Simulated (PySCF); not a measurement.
**Geometry relaxation of C₅H₉NSi₂ (part 2 of 2)**

C₅H₉NSi₂; PBE0-D3(BJ)/def2-SVP geometry optimisation, gas phase (PySCF 2.14.0). It belongs to a series of runs on one base structure; here: H on Si replaced by 2-pyridyl.

Geometry of the input (Å):
```
Si 3.0156  0.8042  0.1973
Si 1.6050  -1.0205  0.3124
C  -0.2084  -0.4796  0.0741
C  -0.9558  -0.8087  -1.0080
C  -2.2873  -0.3340  -1.0788
C  -2.7492  0.4798  -0.0389
C  -1.8664  0.7545  1.0076
N  -0.6234  0.3080  1.0589
H  2.8293  1.5788  -1.0428
H  2.7795  1.7846  1.2891
H  4.3982  0.4316  0.2561
H  1.6748  -1.7275  1.6029
H  1.8429  -2.0134  -0.7389
H  -0.6092  -1.4396  -1.7789
H  -2.9295  -0.5826  -1.9043
H  -3.7494  0.8861  -0.0343
H  -2.1830  1.3901  1.8365
```

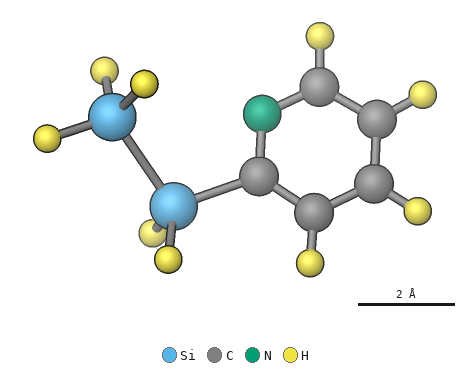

The geometry at step 17 of the log (ball-and-stick view, seen on its broad side).

Trajectory as extended XYZ, continued:
```
17
Properties=species:S:1:pos:R:3:forces:R:3 step=12 energy=-22552.31750
Si    3.2269    0.6428    0.2901   -0.0104   0.0055   0.0107
Si    1.7862   -1.1815    0.0027   -0.0028   0.0066  -0.0087
C     0.0325   -0.4944   -0.2033   -0.0092  -0.0314  -0.0306
C    -0.8855   -0.9518   -1.1577    0.0146   0.0014   0.0225
C    -2.1491   -0.3685   -1.2139   -0.0184   0.0118   0.0029
C    -2.4555    0.6516   -0.3175    0.0120  -0.0252  -0.0231
C    -1.4760    1.0453    0.5948    0.0317   0.0076   0.0258
N    -0.2676    0.4948    0.6527   -0.0256   0.0433   0.0101
H     3.0597    1.5994   -0.8477   -0.0068   0.0025   0.0028
H     2.9250    1.3435    1.5731    0.0047   0.0024  -0.0007
H     4.6533    0.1892    0.3172    0.0042  -0.0064  -0.0063
H     1.8478   -2.0782    1.1998   -0.0087  -0.0062  -0.0034
H     2.1446   -1.9963   -1.2025    0.0143  -0.0014   0.0047
H    -0.6105   -1.7550   -1.8452    0.0008  -0.0077  -0.0069
H    -2.8858   -0.7045   -1.9481    0.0005  -0.0047  -0.0041
H    -3.4325    1.1397   -0.3250    0.0020   0.0007   0.0025
H    -1.6793    1.8497    1.3112   -0.0028   0.0011   0.0017
17
Properties=species:S:1:pos:R:3:forces:R:3 step=13 energy=-22552.31773
Si    3.2229    0.6454    0.2941   -0.0055   0.0026   0.0091
Si    1.7865   -1.1810    0.0005    0.0011   0.0044   0.0008
C     0.0324   -0.4954   -0.2047   -0.0002  -0.0088  -0.0157
C    -0.8862   -0.9560   -1.1565    0.0071  -0.0102   0.0083
C    -2.1497   -0.3725   -1.2137    0.0170   0.0177   0.0274
C    -2.4511    0.6503   -0.3191   -0.0582   0.0202  -0.0085
C    -1.4727    1.0491    0.5927    0.0289  -0.0451  -0.0301
N    -0.2653    0.4974    0.6492    0.0100   0.0224   0.0108
H     3.0512    1.6057   -0.8398   -0.0050   0.0021   0.0022
H     2.9228    1.3415    1.5800    0.0055   0.0003   0.0005
H     4.6501    0.1929    0.3159   -0.0003  -0.0010  -0.0055
H     1.8470   -2.0814    1.1949   -0.0062  -0.0059  -0.0023
H     2.1498   -1.9925   -1.2056    0.0094   0.0002   0.0029
H    -0.6119   -1.7618   -1.8417    0.0022  -0.0009   0.0012
H    -2.8878   -0.7103   -1.9458    0.0013   0.0026   0.0032
H    -3.4278    1.1389   -0.3267   -0.0057   0.0028  -0.0002
H    -1.6760    1.8557    1.3068   -0.0015  -0.0034  -0.0042
17
Properties=species:S:1:pos:R:3:forces:R:3 step=14 energy=-22552.31862
Si    3.2132    0.6529    0.3066    0.0028  -0.0014   0.0040
Si    1.7903   -1.1804   -0.0051    0.0091  -0.0084   0.0145
C     0.0346   -0.5004   -0.2102    0.0111   0.0345   0.0065
C    -0.8890   -0.9679   -1.1526   -0.0098  -0.0138   0.0010
C    -2.1516   -0.3810   -1.2087    0.0021  -0.0113  -0.0096
C    -2.4482    0.6507   -0.3238   -0.0153   0.0203   0.0212
C    -1.4632    1.0546    0.5799   -0.0283  -0.0112  -0.0256
N    -0.2572    0.5024    0.6360    0.0378  -0.0330  -0.0231
H     3.0288    1.6233   -0.8167   -0.0008   0.0010   0.0009
H     2.9170    1.3359    1.6002    0.0069  -0.0050   0.0041
H     4.6430    0.2057    0.3147   -0.0091   0.0100  -0.0032
H     1.8479   -2.0902    1.1825   -0.0021  -0.0038  -0.0005
H     2.1680   -1.9830   -1.2128   -0.0009   0.0037  -0.0011
H    -0.6203   -1.7812   -1.8321   -0.0042   0.0158   0.0144
H    -2.8933   -0.7249   -1.9346    0.0009   0.0050   0.0042
H    -3.4236    1.1419   -0.3307   -0.0008  -0.0021  -0.0038
H    -1.6621    1.8677    1.2879    0.0005  -0.0003  -0.0037
17
Properties=species:S:1:pos:R:3:forces:R:3 step=15 energy=-22552.32034
Si    3.1883    0.6737    0.3464   -0.0007  -0.0014  -0.0141
Si    1.8033   -1.1774   -0.0212    0.0144  -0.0386   0.0269
C     0.0428   -0.5117   -0.2286   -0.0029   0.1299   0.0527
C    -0.8998   -1.0003   -1.1383   -0.0419  -0.0841  -0.0664
C    -2.1627   -0.4111   -1.1948    0.0560  -0.0378  -0.0061
C    -2.4402    0.6478   -0.3382    0.0325   0.0402   0.0618
C    -1.4360    1.0726    0.5366   -0.1241   0.0543  -0.0108
N    -0.2318    0.5201    0.5912    0.0683  -0.0992  -0.0662
H     2.9645    1.6772   -0.7401    0.0059  -0.0010  -0.0002
H     2.9065    1.3100    1.6663    0.0061  -0.0160   0.0127
H     4.6251    0.2496    0.3109   -0.0091   0.0223   0.0036
H     1.8549   -2.1169    1.1440    0.0017   0.0034   0.0010
H     2.2163   -1.9500   -1.2369   -0.0165   0.0079  -0.0095
H    -0.6470   -1.8360   -1.7967   -0.0020   0.0175   0.0116
H    -2.9158   -0.7751   -1.8990    0.0064   0.0057   0.0077
H    -3.4126    1.1453   -0.3428    0.0021  -0.0043  -0.0034
H    -1.6215    1.9082    1.2218    0.0038   0.0012  -0.0013
17
Properties=species:S:1:pos:R:3:forces:R:3 step=16 energy=-22552.32294
Si    3.1315    0.7129    0.4326   -0.0107   0.0120  -0.0659
Si    1.8296   -1.1673   -0.0605    0.0356  -0.0795   0.0706
C     0.0596   -0.5281   -0.2677    0.1015   0.2425   0.1198
C    -0.9130   -1.0758   -1.1052   -0.1599   0.0160  -0.0013
C    -2.1740   -0.4777   -1.1530   -0.0001  -0.1544  -0.1219
C    -2.4228    0.6401   -0.3680    0.1589   0.0619   0.1189
C    -1.3837    1.1194    0.4379   -0.2329   0.0850  -0.0377
N    -0.1823    0.5649    0.4858    0.1131  -0.2107  -0.1090
H     2.8149    1.7857   -0.5604    0.0207  -0.0037   0.0004
H     2.8890    1.2335    1.8089   -0.0023  -0.0359   0.0275
H     4.5813    0.3569    0.2989    0.0039   0.0357   0.0210
H     1.8749   -2.1735    1.0495    0.0064   0.0119   0.0032
H     2.3060   -1.8673   -1.2971   -0.0400   0.0153  -0.0241
H    -0.6908   -1.9586   -1.7109   -0.0050   0.0255   0.0088
H    -2.9516   -0.8866   -1.8035   -0.0147   0.0051  -0.0006
H    -3.3920    1.1436   -0.3736    0.0020  -0.0232  -0.0148
H    -1.5424    2.0038    1.0666    0.0236  -0.0037   0.0051
17
Properties=species:S:1:pos:R:3:forces:R:3 step=17 energy=-22552.32617
Si    3.1298    0.7156    0.4415   -0.0030   0.0154  -0.0464
Si    1.8336   -1.1647   -0.0670    0.0260  -0.0619   0.0446
C     0.0636   -0.5222   -0.2716    0.0652   0.1727   0.0814
C    -0.9149   -1.0819   -1.0967   -0.1143  -0.0214  -0.0217
C    -2.1782   -0.4909   -1.1466    0.0320  -0.0972  -0.0630
C    -2.4223    0.6363   -0.3719    0.1090   0.0464   0.0829
C    -1.3806    1.1279    0.4212   -0.1789   0.0817  -0.0140
N    -0.1761    0.5772    0.4699    0.0700  -0.1573  -0.0886
H     2.8036    1.8020   -0.5329    0.0164  -0.0031   0.0002
H     2.8905    1.2095    1.8288   -0.0048  -0.0296   0.0177
H     4.5824    0.3745    0.2991   -0.0002   0.0258   0.0172
H     1.8797   -2.1791    1.0352    0.0045   0.0097   0.0025
H     2.3055   -1.8540   -1.3113   -0.0326   0.0119  -0.0166
H    -0.6929   -1.9708   -1.6932    0.0006   0.0155   0.0055
H    -2.9592   -0.9091   -1.7870   -0.0062   0.0039   0.0024
H    -3.3933    1.1365   -0.3777    0.0030  -0.0135  -0.0075
H    -1.5367    2.0189    1.0407    0.0133   0.0011   0.0036
17
Properties=species:S:1:pos:R:3:forces:R:3 step=18 energy=-22552.33020
Si    3.1069    0.7335    0.4892    0.0134   0.0194  -0.0041
Si    1.8544   -1.1529   -0.1040    0.0014   0.0007  -0.0169
C     0.0808   -0.5092   -0.2988   -0.0189  -0.0148   0.0078
C    -0.9216   -1.1237   -1.0601    0.0037  -0.0172  -0.0067
C    -2.1883   -0.5470   -1.1058    0.0114   0.0089   0.0074
C    -2.4151    0.6243   -0.3882   -0.0061  -0.0019  -0.0036
C    -1.3581    1.1692    0.3408    0.0240  -0.0065   0.0024
N    -0.1463    0.6241    0.3841   -0.0199   0.0303   0.0138
H     2.7315    1.8745   -0.3993    0.0119  -0.0011  -0.0024
H     2.8784    1.1054    1.9170   -0.0176  -0.0036  -0.0038
H     4.5704    0.4641    0.3105   -0.0015  -0.0069   0.0074
H     1.9030   -2.2073    0.9595    0.0017   0.0009  -0.0004
H     2.3243   -1.7895   -1.3767   -0.0077   0.0005  -0.0013
H    -0.7090   -2.0428   -1.6115    0.0025  -0.0082  -0.0030
H    -2.9879   -1.0040   -1.6946    0.0010  -0.0027   0.0013
H    -3.3914    1.1137   -0.3947    0.0002   0.0014   0.0010
H    -1.4978    2.0935    0.9131    0.0005   0.0006   0.0011
17
Properties=species:S:1:pos:R:3:forces:R:3 step=19 energy=-22552.32918
Si    3.1441    0.7146    0.4393   -0.0051  -0.0146   0.0451
Si    1.8383   -1.1576   -0.0868   -0.0038   0.0515  -0.0344
C     0.0702   -0.4972   -0.2785   -0.0330  -0.1151  -0.0317
C    -0.9151   -1.0877   -1.0830    0.0536   0.0232   0.0278
C    -2.1820   -0.5144   -1.1278   -0.0315   0.0450   0.0280
C    -2.4268    0.6277   -0.3680   -0.0551  -0.0318  -0.0491
C    -1.3879    1.1488    0.4007    0.1082  -0.0499   0.0120
N    -0.1741    0.6048    0.4447   -0.0256   0.1143   0.0288
H     2.8362    1.8285   -0.5074   -0.0137   0.0036  -0.0028
H     2.8773    1.1495    1.8429   -0.0025   0.0146  -0.0139
H     4.6029    0.3946    0.3243    0.0017  -0.0155  -0.0080
H     1.8877   -2.1751    1.0111    0.0043  -0.0088  -0.0011
H     2.2674   -1.8378   -1.3510    0.0081  -0.0088   0.0071
H    -0.6865   -1.9829   -1.6660    0.0011  -0.0101  -0.0060
H    -2.9705   -0.9501   -1.7469    0.0006  -0.0040  -0.0023
H    -3.4060    1.1112   -0.3739   -0.0016   0.0065   0.0024
H    -1.5406    2.0491    1.0067   -0.0058   0.0001  -0.0019
17
Properties=species:S:1:pos:R:3:forces:R:3 step=20 energy=-22552.33100
Si    3.1237    0.7253    0.4647   -0.0011   0.0006   0.0070
Si    1.8466   -1.1544   -0.0987    0.0025   0.0082  -0.0067
C     0.0749   -0.5059   -0.2893   -0.0030  -0.0245  -0.0089
C    -0.9197   -1.1072   -1.0715    0.0086  -0.0005   0.0107
C    -2.1864   -0.5305   -1.1155   -0.0008   0.0117   0.0081
C    -2.4199    0.6266   -0.3770   -0.0104  -0.0078  -0.0082
C    -1.3695    1.1583    0.3712    0.0123   0.0007   0.0053
N    -0.1577    0.6139    0.4139   -0.0061   0.0162  -0.0039
H     2.7877    1.8517   -0.4577    0.0023  -0.0002  -0.0020
H     2.8679    1.1336    1.8778   -0.0059   0.0022  -0.0032
H     4.5850    0.4248    0.3245    0.0004  -0.0036   0.0024
H     1.8959   -2.1899    0.9830    0.0057  -0.0048  -0.0015
H     2.2992   -1.8148   -1.3654   -0.0030   0.0006  -0.0003
H    -0.7009   -2.0151   -1.6391    0.0008  -0.0014   0.0009
H    -2.9813   -0.9767   -1.7189    0.0006  -0.0006   0.0001
H    -3.3967    1.1150   -0.3818    0.0003   0.0016   0.0012
H    -1.5147    2.0711    0.9603   -0.0030   0.0015  -0.0010
17
Properties=species:S:1:pos:R:3:forces:R:3 step=21 energy=-22552.33140
Si    3.1124    0.7327    0.4817    0.0006   0.0040  -0.0018
Si    1.8542   -1.1501   -0.1131   -0.0010  -0.0003   0.0003
C     0.0797   -0.5074   -0.2996   -0.0044  -0.0043  -0.0008
C    -0.9234   -1.1223   -1.0594    0.0043  -0.0076   0.0037
C    -2.1907   -0.5463   -1.1007    0.0012   0.0055   0.0045
C    -2.4166    0.6240   -0.3813   -0.0039  -0.0028  -0.0030
C    -1.3582    1.1693    0.3456    0.0067  -0.0009   0.0015
N    -0.1461    0.6255    0.3852   -0.0059   0.0093   0.0002
H     2.7644    1.8720   -0.4198    0.0075  -0.0008  -0.0030
H     2.8549    1.1118    1.9025   -0.0074   0.0021  -0.0024
H     4.5765    0.4486    0.3344   -0.0001  -0.0032   0.0054
H     1.9050   -2.1992    0.9557    0.0058  -0.0041  -0.0036
H     2.3154   -1.7939   -1.3851   -0.0033   0.0042  -0.0023
H    -0.7110   -2.0407   -1.6124   -0.0005  -0.0014   0.0004
H    -2.9916   -1.0035   -1.6876    0.0010  -0.0009   0.0005
H    -3.3934    1.1125   -0.3847    0.0001   0.0007   0.0006
H    -1.4973    2.0929    0.9192   -0.0007   0.0005  -0.0001
```

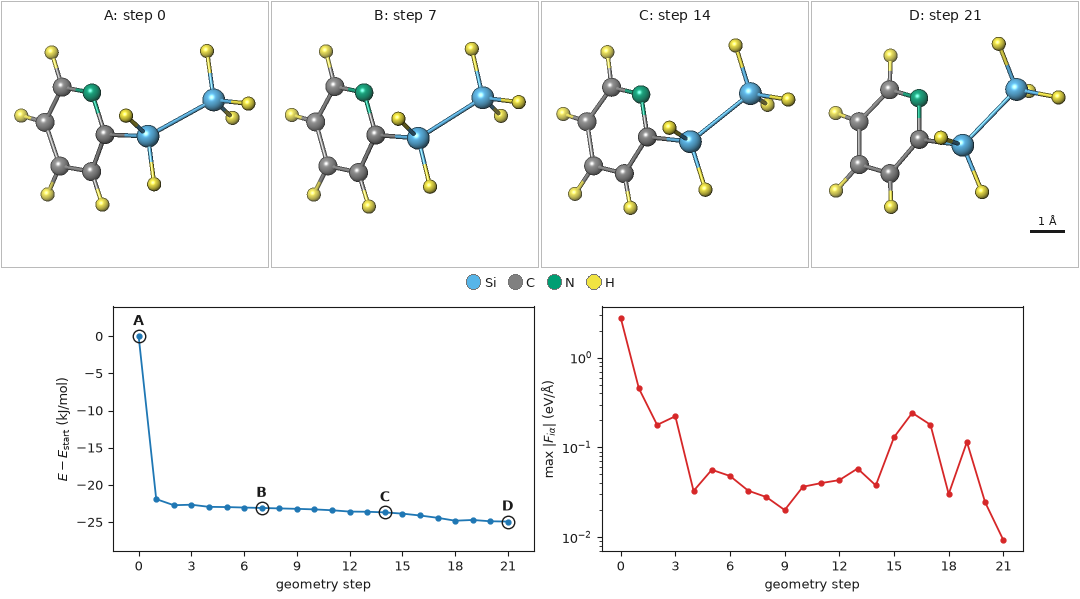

Frames of the relaxation (ball-and-stick view, seen at a tilt) above the curves, on which the letters mark them (steps are counted from 0).

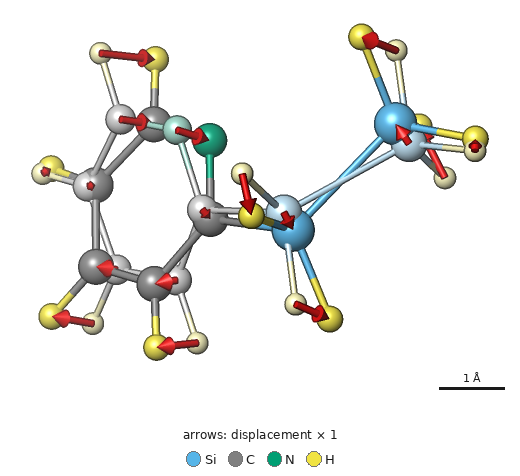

Start (faint) and end (solid) with the displacements as red arrows, at true length (ball-and-stick view, seen at a tilt). The two geometries are laid on each other by the best rigid fit. H17 moves most after the best rigid fit: 1.04 Å. Largest moves by element: H 1.04 Å, N 0.63 Å, C 0.63 Å, Si 0.38 Å. Distances before and after: Si1–H11 1.433 → 1.499 Å, C3–C4 1.356 → 1.401 Å, C4–H14 1.055 → 1.093 Å, Si1–Si2 2.309 → 2.341 Å. Among the angles that change: Si1–Si2–C3 110.5° → 104.8°, C3–Si2–H13 104.9° → 110.5°, H9–Si1–H10 104.6° → 109.9°. The energy falls by 24.9 kJ/mol in 21 geometry steps. The largest force component goes from 2.8 to 0.0093 eV/Å. (Atoms are counted from 1 in the order of the input.)

Key numbers:

| quantity | value |
| --- | --- |
| outcome | converged |
| total energy | −828.782899 hartree |
| dipole moment | 2.85 D |
| point group | C1 |
| wall time | 5.4 min |
| peak memory | 0.68 GiB |
